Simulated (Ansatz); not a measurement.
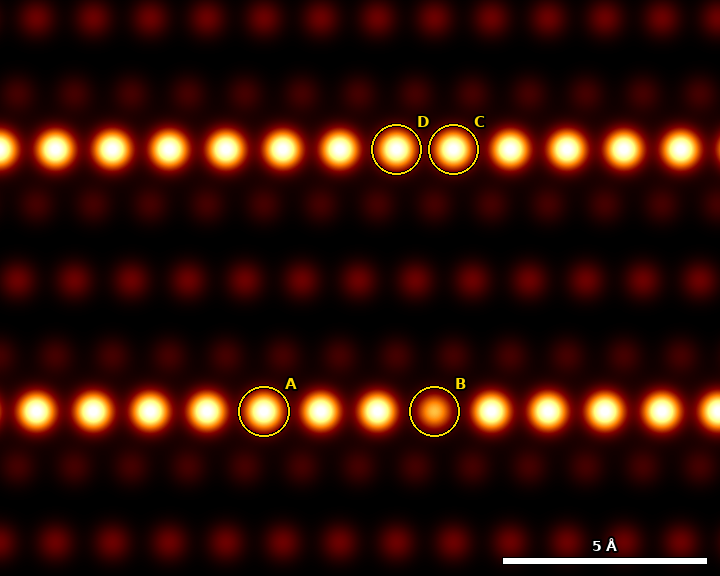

HAADF-like image of Mg2SbCl (R-3m, No. 166) along [310]. The image is simulated as a sum over atoms of Z^1.8, blurred by a 0.67 Å probe (no channelling). The probe carries 15 % of its weight in a tail 2.5 times as wide. The display is stretched by a gamma of 0.8; percentages refer to the linear signal.

The sample is 2 repeats (22.7 Å) thick. One point defect was put into the perfect crystal, without relaxing the atoms around it. Brightness is counted from the darkest point of the image. Host structure: the end point of a relaxation with DFT PBE, scalar-relativistic, plane waves, PAW in Ansatz 0.2.0; the starting structure was generated, so it need not be a known form of this composition.

Which ringed column holds the defect, and does it scatter more or less than its equals?

B; it scatters less. The column holds 2 atoms (Sb) through the sample, and one Sb site holds Mg (an antisite), so its peak drops to about 55 % of that of its equals.
